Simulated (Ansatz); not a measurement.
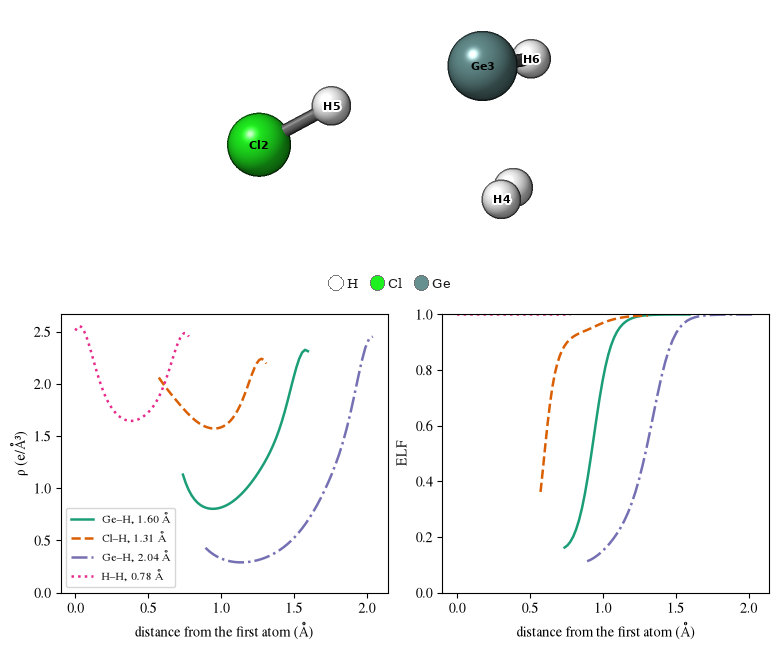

The picture shows: H2···HCl···GeH (doublet). Total electron density and electron localisation function along straight lines between neighbouring atoms. The curves leave out the atomic cores. The structure is drawn too.

The product side of a reaction path; geometry: PBE0-D4/def2-TZVP.

Computed with UKS PBE0-D4/def2-TZVPP (Ansatz 0.2.0).

The calculation's input:

```
crystal:
  periodic: [false, false, false]
  atoms:
    - {symbol: H, position_ang: [0.451252, 0.024900, 1.416289]}
    - {symbol: Cl, position_ang: [-2.450246, -0.006825, -1.204215]}
    - {symbol: Ge, position_ang: [1.227171, 0.281459, -0.491874]}
    - {symbol: H, position_ang: [0.413637, 0.794825, 1.307448]}
    - {symbol: H, position_ang: [-1.144233, 0.071561, -1.147765]}
    - {symbol: H, position_ang: [1.502420, -1.166020, 0.119918]}
basis:
  gaussian: {orbitals: def2-TZVPP}
magnetization: {spin_polarized: true, initial_magnetization: 1}
hamiltonian: {xc: pbe0, dispersion: d4}
output: {orbitals: {seedname: orbitals}}
```

Run with:

```sh
ansatz run in.yaml --threads 4 --pin off --events-out ev --progress --plain --max-ram 9574MiB
```

Q: Compare the contacts.

A: Ge–H (1.60 Å): the density is about 0.93 e/Å³ at the midpoint; the ELF climbs to about 1 towards the hydrogen.
Cl–H (1.31 Å): ρ at the midpoint is about 1.9 e/Å³; the ELF climbs to about 1 towards the hydrogen: a covalent bond by its length.
Ge3···H4 (2.04 Å): the density falls to about 0.29 e/Å³ on the way; the ELF climbs to about 1 towards the hydrogen.
H–H (0.78 Å): ρ at the midpoint is about 1.6 e/Å³; the ELF peaks at about 1 between the atoms.
